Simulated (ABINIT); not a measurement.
# TiO2 (Anatase): G0W0 with ABINIT, start to end, part 2 of 3

Wanted: ground state, empty states, screening and self-energy for TiO2 (Anatase).

ABINIT 10.8.3; LDA and many-body steps on it, plane waves. Known limits of the many-body steps: not at the basis limit.

So far. Step 2 (Ground state): The gap is indirect, with the least direct gap 0.31 eV higher.

## (3) Bands along the symmetry lines

Level of this step: DFT, LDA, plane waves, norm-conserving pseudopotentials (ABINIT).

The cheap functional maps the bands first; the places of the edges decide which points the dearer methods must see.

File run.abi:

```
acell 3*1.0 Angstrom
rprim 
  -1.892100000000 1.892100000000 4.757300000000
  1.892100000000 -1.892100000000 4.757300000000
  1.892100000000 1.892100000000 -4.757300000000
ntypat 2
znucl 22 8
natom 6
typat 1 1 2 2 2 2
xred 
  0.000000000000 0.000000000000 0.000000000000
  0.750000000000 0.250000000000 0.500000000000
  0.208100000000 0.208100000000 0.000000000000
  0.958100000000 0.458100000000 0.500000000000
  0.541900000000 0.041900000000 0.500000000000
  0.791900000000 0.791900000000 0.000000000000
pp_dirpath "pseudos"
pseudos "Ti.upf, O.upf"
ecut 38
iscf -2
irdden 1
kptopt 0
nkpt 76
kpt 
  0.00000000 0.00000000 0.00000000
  0.00000000 0.00000000 0.06250000
  0.00000000 0.00000000 0.12500000
  0.00000000 0.00000000 0.18750000
  0.00000000 0.00000000 0.25000000
  0.00000000 0.00000000 0.31250000
  0.00000000 0.00000000 0.37500000
  0.00000000 0.00000000 0.43750000
  0.00000000 0.00000000 0.50000000
  0.03125000 0.03125000 0.46875000
  0.06250000 0.06250000 0.43750000
  0.09375000 0.09375000 0.40625000
  0.12500000 0.12500000 0.37500000
  0.15625000 0.15625000 0.34375000
  0.18750000 0.18750000 0.31250000
  0.21875000 0.21875000 0.28125000
  0.25000000 0.25000000 0.25000000
  0.21875000 0.28125000 0.21875000
  0.18750000 0.31250000 0.18750000
  0.15625000 0.34375000 0.15625000
  0.12500000 0.37500000 0.12500000
  0.09375000 0.40625000 0.09375000
  0.06250000 0.43750000 0.06250000
  0.03125000 0.46875000 0.03125000
  0.00000000 0.50000000 0.00000000
  0.00000000 0.43750000 0.00000000
  0.00000000 0.37500000 0.00000000
  0.00000000 0.31250000 0.00000000
  0.00000000 0.25000000 0.00000000
  0.00000000 0.18750000 0.00000000
  0.00000000 0.12500000 0.00000000
  0.00000000 0.06250000 0.00000000
  0.00000000 0.00000000 0.00000000
  0.06250000 0.06250000 -0.06250000
  0.12500000 0.12500000 -0.12500000
  0.18750000 0.18750000 -0.18750000
  0.25000000 0.25000000 -0.25000000
  0.31250000 0.31250000 -0.31250000
  0.37500000 0.37500000 -0.37500000
  0.43750000 0.43750000 -0.43750000
  0.50000000 0.50000000 -0.50000000
  0.47369330 0.52630670 -0.47369330
  0.44738660 0.55261340 -0.44738660
  0.42107990 0.57892010 -0.42107990
  0.39477321 0.60522679 -0.39477321
  0.36846651 0.63153349 -0.36846651
  0.34215981 0.65784019 -0.34215981
  0.31585311 0.68414689 -0.31585311
  0.28954641 0.71045359 -0.28954641
  -0.28954641 0.28954641 0.28954641
  -0.25335311 0.25335311 0.25335311
  -0.21715981 0.21715981 0.21715981
  -0.18096651 0.18096651 0.18096651
  -0.14477320 0.14477320 0.14477320
  -0.10857990 0.10857990 0.10857990
  -0.07238660 0.07238660 0.07238660
  -0.03619330 0.03619330 0.03619330
  0.00000000 0.00000000 0.00000000
  0.00000000 0.00000000 0.50000000
  -0.00988660 0.00988660 0.50000000
  -0.01977321 0.01977321 0.50000000
  -0.02965981 0.02965981 0.50000000
  -0.03954642 0.03954642 0.50000000
  -0.04943302 0.04943302 0.50000000
  -0.05931962 0.05931962 0.50000000
  -0.06920623 0.06920623 0.50000000
  -0.07909283 0.07909283 0.50000000
  0.50000000 0.50000000 -0.07909283
  0.50000000 0.50000000 -0.13170623
  0.50000000 0.50000000 -0.18431962
  0.50000000 0.50000000 -0.23693302
  0.50000000 0.50000000 -0.28954642
  0.50000000 0.50000000 -0.34215981
  0.50000000 0.50000000 -0.39477321
  0.50000000 0.50000000 -0.44738660
  0.50000000 0.50000000 -0.50000000
istwfk *1
nband 36
nbdbuf 7
tolwfr 1e-07
nstep 50
prtwf 0
prtvol 0
indata_prefix "in"
outdata_prefix "out"
tmpdata_prefix "tmp"
```

Run with:

```console
OMP_NUM_THREADS=1 mpirun -n 4 abinit run.abi > log
```

Numbers of over 12 decimals in the logs are rounded to 6 here.

The program printed:

```text
.Version 10.8.3 of ABINIT. v10.8.2 released Aug 2026.

 Symmetries : space group I4_1/a m d (#141); Bravais tI (body-center tetrag.)
[... echo of the input left out ...]
== DATASET  1 ==================================================================
-   mpi_nproc: 4, omp_nthreads: 1 (-1 if OMP is not activated)

--- !DatasetInfo
iteration_state: {dtset: 1, }
dimensions: {natom: 6, nkpt: 76, mband: 36, nsppol: 1, nspinor: 1, nspden: 1, mpw: 5174, }
cutoff_energies: {ecut:  38.0, pawecutdg:  -1.0, }
electrons: {nelect:   4.80000000E+01, charge:   0.00000000E+00, occopt:   1.00000000E+00, tsmear:   1.00000000E-02, }

 Real(R)+Recip(G) space primitive vectors, cartesian coordinates (Bohr,Bohr^-1):
 R(1)= -3.5755508  3.5755508  8.9899941  G(1)=  0.0000000  0.1398386  0.0556174
 R(2)=  3.5755508 -3.5755508  8.9899941  G(2)=  0.1398386  0.0000000  0.0556174
 R(3)=  3.5755508  3.5755508 -8.9899941  G(3)=  0.1398386  0.1398386  0.0000000
 Unit cell volume ucvol=  4.5973260E+02 bohr^3
 Angles (23,13,12)=  1.39434593E+02  1.39434593E+02  5.87128032E+01 degrees

 getcut: wavevector=  0.0000  0.0000  0.0000  ngfft=  60  60  60
         ecut(hartree)=     38.000   => boxcut(ratio)=   2.09654

--- Pseudopotential description ------------------------------------------------
- Ti Generated using ONCVPSP code by D. R. Hamann
- 22.00000  12.00000  180309                  znucl, zion, pspdat
12 -1012 2 -1 1568                            pspcod,pspxc,lmax,lloc,mmax
     nproj     2     2     2
  pspatm : epsatm=   14.84363209
         --- l  ekb(1:nproj) -->
             0   11.277028    1.250396
             1    1.832338   -0.094357
             2   -5.297893   -1.508002
 pspatm: atomic psp has been read  and splines computed

- O Generated using ONCVPSP code by D. R. Hamann
-  8.00000   6.00000  201201                  znucl, zion, pspdat
12 -1012 2 -1 926                             pspcod,pspxc,lmax,lloc,mmax
     nproj     2     2     1
  pspatm : epsatm=    6.27558587
         --- l  ekb(1:nproj) -->
[...]
2   -1.033686
 pspatm: atomic psp has been read  and splines computed

--------------------------------------------------------------------------------

================================================================================
 prteigrs : about to open file out_EIG
 Non-SCF case, kpt    1 (  0.00000  0.00000  0.00000), residuals and eigenvalues=
  8.45E-08  6.52E-08  5.91E-08  1.40E-08  9.07E-08  1.71E-08  8.82E-08  1.06E-08
  6.89E-08  4.17E-08  4.49E-08  4.80E-08  4.50E-08  1.88E-08  7.03E-08  5.85E-08
  3.11E-08  7.00E-08  1.91E-08  1.77E-08  6.14E-08  3.80E-08  2.44E-08  3.59E-08
[...]
1.27E-06  1.24E-07  3.68E-08  6.90E-05
 -1.9113E+00 -1.9090E+00 -1.0596E+00 -1.0504E+00 -1.0504E+00 -1.0476E+00
 -1.0476E+00 -1.0444E+00 -4.9997E-01 -4.6106E-01 -4.5507E-01 -4.4246E-01
[...]
2.01E-06  2.71E-06  3.45E-06  1.54E-04
[...]
Non-SCF case, kpt   75 (  0.50000  0.50000 -0.44739), residuals and eigenvalues=
[...]
Non-SCF case, kpt   76 (  0.50000  0.50000 -0.50000), residuals and eigenvalues=
[...]
2.2568E-01  2.2568E-01  2.7487E-01  2.7487E-01  2.9190E-01  2.9190E-01
  3.2276E-01  3.2276E-01  3.5345E-01  3.5345E-01  4.7852E-01  4.7852E-01

--- !ResultsGS
iteration_state: {dtset: 1, }
comment   : Summary of ground state results
lattice_vectors:
- [ -3.5755508,   3.5755508,   8.9899941, ]
- [  3.5755508,  -3.5755508,   8.9899941, ]
- [  3.5755508,   3.5755508,  -8.9899941, ]
lattice_lengths: [  10.31451,   10.31451,   10.31451, ]
lattice_angles: [139.435, 139.435,  58.713, ] # degrees, (23, 13, 12)
lattice_volume:   4.5973260E+02
convergence: {deltae:  0.000E+00, res2:  0.000E+00, residm:  9.992E-08, diffor:  0.000E+00, }
etotal    :  -1.85099057E+02
entropy   :   0.00000000E+00
fermie    :   1.35350574E-01
cartesian_stress_tensor: null
pressure_GPa: null
xred      :
- [  0.0000E+00,   0.0000E+00,   0.0000E+00, Ti]
- [  7.5000E-01,   2.5000E-01,   5.0000E-01, Ti]
- [  2.0810E-01,   2.0810E-01,  -3.2879E-19,  O]
- [  9.5810E-01,   4.5810E-01,   5.0000E-01,  O]
- [  5.4190E-01,   4.1900E-02,   5.0000E-01,  O]
- [  7.9190E-01,   7.9190E-01,  -1.2512E-18,  O]
cartesian_forces: null
force_length_stats: {min: null, max: null, mean: null, }

 Integrated electronic density in atomic spheres:
 ------------------------------------------------
 Atom  Sphere_radius  Integrated_density
[...]
================================================================================

 ----iterations are completed or convergence reached----

 Mean square residual over all n,k,spin=   50.099E-09; max=  99.921E-09
 reduced coordinates (array xred) for    6 atoms
[...]
0.541900000000      0.041900000000      0.500000000000
       0.791900000000      0.791900000000     -0.000000000000

 cartesian coordinates (angstrom) at end:
[...]
length scales=  1.889726125908  1.889726125908  1.889726125908 bohr
              =  1.000000000000  1.000000000000  1.000000000000 angstroms
 prteigrs : about to open file out_EIG
 Eigenvalues (hartree) for nkpt=  76  k points:
 kpt#   1, nband= 36, wtk=  1.00000, kpt=  0.0000  0.0000  0.0000 (reduced coord)
[...]
kpt#   2, nband= 36, wtk=  1.00000, kpt=  0.0000  0.0000  0.0625 (reduced coord)
[...]
kpt#   3, nband= 36, wtk=  1.00000, kpt=  0.0000  0.0000  0.1250 (reduced coord)
[...]
kpt#  75, nband= 36, wtk=  1.00000, kpt=  0.5000  0.5000 -0.4474 (reduced coord)
[...]
0.35665    0.35665    0.48058    0.48058
 kpt#  76, nband= 36, wtk=  1.00000, kpt=  0.5000  0.5000 -0.5000 (reduced coord)
[...]
0.05983    0.05983    0.08619    0.08619    0.08964    0.08964    0.13194    0.13194
   0.22568    0.22568    0.27487    0.27487    0.29190    0.29190    0.32276    0.32276
   0.35345    0.35345    0.47852    0.47852

== END DATASET(S) ==============================================================
================================================================================

 -outvars: echo values of variables after computation  --------
            nband          36
             nkpt          76
          spgroup         141
 [... the other variables as echoed above ...]

 Calculation completed.
```

It took 99 s on 4 MPI ranks of Arm Neoverse V1, shared host; peak memory 0.53 GiB.

This step gave:

| Property | Result |
| --- | --- |
| gap | 2.038 eV |
| k of the valence top | 0, 0, 0.4375 |
| k of the conduction bottom | 0, 0, 0 |
| least direct gap | 2.398 eV |

The gap is 2.038 eV, −0.046 eV from the run before at this level.

The electronic bands at the labelled points (eV, zero at the top of the highest filled band):

```tsv
point	band 21	band 22	band 23	band 24	band 25	band 26	band 27	band 28
Γ	-0.79	-0.78	-0.49	-0.49	2.04	2.81	3.95	3.95
X	-2.12	-2.12	-0.05	-0.05	3.32	3.32	3.81	3.81
P	-1.63	-1.63	-0.26	-0.26	3.56	3.56	3.59	3.59
N	-2.01	-0.98	-0.87	-0.65	3.20	3.51	3.55	3.65
Γ	-0.79	-0.78	-0.49	-0.49	2.04	2.81	3.95	3.95
M	-1.29	-1.29	-0.14	-0.14	2.41	2.41	3.75	3.75
S	-1.22	-0.95	-0.93	-0.85	3.16	3.45	3.55	3.62
jump to S0	-1.22	-0.95	-0.93	-0.85	3.16	3.45	3.55	3.62
Γ	-0.79	-0.78	-0.49	-0.49	2.04	2.81	3.95	3.95
jump to X	-2.12	-2.12	-0.05	-0.05	3.32	3.32	3.81	3.81
R	-1.95	-1.95	-0.09	-0.09	3.29	3.29	3.75	3.75
jump to G	-1.95	-1.95	-0.09	-0.09	3.29	3.29	3.75	3.75
M	-1.29	-1.29	-0.14	-0.14	2.41	2.41	3.75	3.75
```

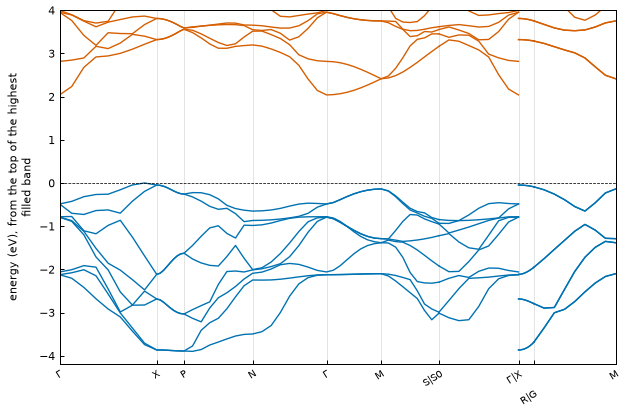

Electronic bands along the path; lines of filled and empty bands in two colours.

## (4) Empty states on the mesh, 4×4×4 mesh, 127 bands

The sums over transitions need many empty states on a uniform mesh; this step solves for them.

File run.abi:

```
acell 3*1.0 Angstrom
rprim 
  -1.892100000000 1.892100000000 4.757300000000
  1.892100000000 -1.892100000000 4.757300000000
  1.892100000000 1.892100000000 -4.757300000000
ntypat 2
znucl 22 8
natom 6
typat 1 1 2 2 2 2
xred 
  0.000000000000 0.000000000000 0.000000000000
  0.750000000000 0.250000000000 0.500000000000
  0.208100000000 0.208100000000 0.000000000000
  0.958100000000 0.458100000000 0.500000000000
  0.541900000000 0.041900000000 0.500000000000
  0.791900000000 0.791900000000 0.000000000000
pp_dirpath "pseudos"
pseudos "Ti.upf, O.upf"
ecut 38
ngkpt 4 4 4
nshiftk 1
shiftk 0 0 0
kptopt 1
chksymbreak 0
iscf -2
irdden 1
istwfk *1
nband 127
nbdbuf 10
tolwfr 1e-09
nstep 60
prtvol 0
indata_prefix "in"
outdata_prefix "out"
tmpdata_prefix "tmp"
```

The program printed:

```text
.Version 10.8.3 of ABINIT. v10.8.2 released Aug 2026.

 Symmetries : space group I4_1/a m d (#141); Bravais tI (body-center tetrag.)
[... echo of the input left out ...]
== DATASET  1 ==================================================================
-   mpi_nproc: 4, omp_nthreads: 1 (-1 if OMP is not activated)

--- !DatasetInfo
iteration_state: {dtset: 1, }
dimensions: {natom: 6, nkpt: 13, mband: 127, nsppol: 1, nspinor: 1, nspden: 1, mpw: 5174, }
cutoff_energies: {ecut:  38.0, pawecutdg:  -1.0, }
electrons: {nelect:   4.80000000E+01, charge:   0.00000000E+00, occopt:   1.00000000E+00, tsmear:   1.00000000E-02, }

 Real(R)+Recip(G) space primitive vectors, cartesian coordinates (Bohr,Bohr^-1):
 R(1)= -3.5755508  3.5755508  8.9899941  G(1)=  0.0000000  0.1398386  0.0556174
 R(2)=  3.5755508 -3.5755508  8.9899941  G(2)=  0.1398386  0.0000000  0.0556174
 R(3)=  3.5755508  3.5755508 -8.9899941  G(3)=  0.1398386  0.1398386  0.0000000
 Unit cell volume ucvol=  4.5973260E+02 bohr^3
 Angles (23,13,12)=  1.39434593E+02  1.39434593E+02  5.87128032E+01 degrees

 getcut: wavevector=  0.0000  0.0000  0.0000  ngfft=  60  60  60
         ecut(hartree)=     38.000   => boxcut(ratio)=   2.09654

--- Pseudopotential description ------------------------------------------------
- Ti Generated using ONCVPSP code by D. R. Hamann
- 22.00000  12.00000  180309                  znucl, zion, pspdat
12 -1012 2 -1 1568                            pspcod,pspxc,lmax,lloc,mmax
     nproj     2     2     2
  pspatm : epsatm=   14.84363209
         --- l  ekb(1:nproj) -->
             0   11.277028    1.250396
             1    1.832338   -0.094357
             2   -5.297893   -1.508002
 pspatm: atomic psp has been read  and splines computed

- O Generated using ONCVPSP code by D. R. Hamann
-  8.00000   6.00000  201201                  znucl, zion, pspdat
12 -1012 2 -1 926                             pspcod,pspxc,lmax,lloc,mmax
     nproj     2     2     1
  pspatm : epsatm=    6.27558587
         --- l  ekb(1:nproj) -->
[...]
2   -1.033686
 pspatm: atomic psp has been read  and splines computed

--------------------------------------------------------------------------------

================================================================================
 prteigrs : about to open file out_EIG
 Non-SCF case, kpt    1 (  0.00000  0.00000  0.00000), residuals and eigenvalues=
  2.40E-10  1.76E-10  6.05E-10  5.22E-10  5.87E-10  3.16E-10  9.06E-10  4.64E-10
  9.35E-11  6.11E-10  6.18E-10  8.09E-11  6.05E-11  1.10E-10  1.55E-10  7.98E-11
  8.07E-11  1.95E-10  1.55E-10  1.33E-10  1.78E-10  1.41E-10  7.59E-11  2.50E-10
[...]
8.05E-09  3.07E-08  1.53E-06  1.10E-04  1.06E-04  5.15E-05  1.28E-03
 -1.9113E+00 -1.9090E+00 -1.0596E+00 -1.0504E+00 -1.0504E+00 -1.0476E+00
 -1.0476E+00 -1.0444E+00 -4.9997E-01 -4.6106E-01 -4.5507E-01 -4.4246E-01
 -9.2878E-03 -5.4984E-03 -5.4984E-03  9.0244E-03  5.8981E-02  5.8981E-02
[...]
2.3605E+00  2.3605E+00  2.3832E+00  2.3833E+00  2.4147E+00  2.4279E+00
  2.4397E+00  2.4397E+00  2.5144E+00  2.5566E+00  2.5921E+00  2.6108E+00
  2.6131E+00
 prteigrs : prtvol=0 or 1, do not print more k-points.

--- !ResultsGS
iteration_state: {dtset: 1, }
comment   : Summary of ground state results
lattice_vectors:
- [ -3.5755508,   3.5755508,   8.9899941, ]
- [  3.5755508,  -3.5755508,   8.9899941, ]
- [  3.5755508,   3.5755508,  -8.9899941, ]
lattice_lengths: [  10.31451,   10.31451,   10.31451, ]
lattice_angles: [139.435, 139.435,  58.713, ] # degrees, (23, 13, 12)
lattice_volume:   4.5973260E+02
convergence: {deltae:  0.000E+00, res2:  0.000E+00, residm:  9.990E-10, diffor:  0.000E+00, }
etotal    :  -1.85099057E+02
entropy   :   0.00000000E+00
fermie    :   1.35350574E-01
cartesian_stress_tensor: null
pressure_GPa: null
xred      :
- [  0.0000E+00,   0.0000E+00,   0.0000E+00, Ti]
- [  7.5000E-01,   2.5000E-01,   5.0000E-01, Ti]
- [  2.0810E-01,   2.0810E-01,  -3.2879E-19,  O]
- [  9.5810E-01,   4.5810E-01,   5.0000E-01,  O]
- [  5.4190E-01,   4.1900E-02,   5.0000E-01,  O]
- [  7.9190E-01,   7.9190E-01,  -1.2512E-18,  O]
cartesian_forces: null
force_length_stats: {min: null, max: null, mean: null, }

 Integrated electronic density in atomic spheres:
 ------------------------------------------------
 Atom  Sphere_radius  Integrated_density
[...]
================================================================================

 ----iterations are completed or convergence reached----

 Mean square residual over all n,k,spin=   37.469E-11; max=  99.900E-11
 reduced coordinates (array xred) for    6 atoms
[...]
0.541900000000      0.041900000000      0.500000000000
       0.791900000000      0.791900000000     -0.000000000000

 cartesian coordinates (angstrom) at end:
    1      0.000000     0.000000     0.000000
    2      0.000000     1.892100     2.378650
    3      0.000000    -0.000000     1.979988
    4      0.000000     1.892100     4.358638
    5     -0.000000     1.892100     0.398662
    6      0.000000    -0.000000     7.534612
 length scales=  1.889726125908  1.889726125908  1.889726125908 bohr
              =  1.000000000000  1.000000000000  1.000000000000 angstroms
 prteigrs : about to open file out_EIG
 Eigenvalues (hartree) for nkpt=  13  k points:
 kpt#   1, nband=127, wtk=  0.01563, kpt=  0.0000  0.0000  0.0000 (reduced coord)
[...]
2.22915    2.22915    2.23957    2.23957    2.26042    2.29437    2.29882    2.33148
   2.33148    2.33693    2.36049    2.36049    2.38321    2.38327    2.41473    2.42789
   2.43972    2.43972    2.51444    2.55664    2.59210    2.61078    2.61308
 prteigrs : prtvol=0 or 1, do not print more k-points.

== END DATASET(S) ==============================================================
================================================================================

 -outvars: echo values of variables after computation  --------
            nband         127
             nkpt          13
          spgroup         141
 [... the other variables as echoed above ...]

 Calculation completed.
```

Elapsed: 1.8 min, on 4 MPI ranks; peak memory 0.47 GiB.

This step gave:

| Item | Value |
| --- | --- |
| gap | 2.087 eV |
| k of the valence top | 0.5, 0.5, 0 |
| k of the conduction bottom | 0, 0, 0 |
| least direct gap | 2.398 eV |
| k points computed | 13 |
| lowest point of the top converged band, above the valence top | 61.1704 eV |

On this mesh the gap is 2.087 eV.

[end of part 2 of 3]

[Paths, hosts, dates, memory and timing lines, banners, echoed tables and standing remarks are left out of the program output.]

[Logs are printed without paths, hosts, clocks, repeated set-up lines and the standing remarks that a program may print on its own settings, such as how far it seeks lower states.]

[Runs of the session that timed out or met a known fault of the program may be left out.]

[Hosts, paths, dates, database ids (printed as entryN), source tags and the programs' standing remarks are cut or masked in the printed files.]

[G0W0 gaps are taken among the corrected bands and points alone; a level outside them can change the order at an edge.]

[Where Ansatz stands beside ABINIT at settings called matched, ABINIT's density can come from a denser mesh and the files from another edition; pairs whose starting gaps differed by over 0.03 eV were left out, so agreement reads better than it is.]
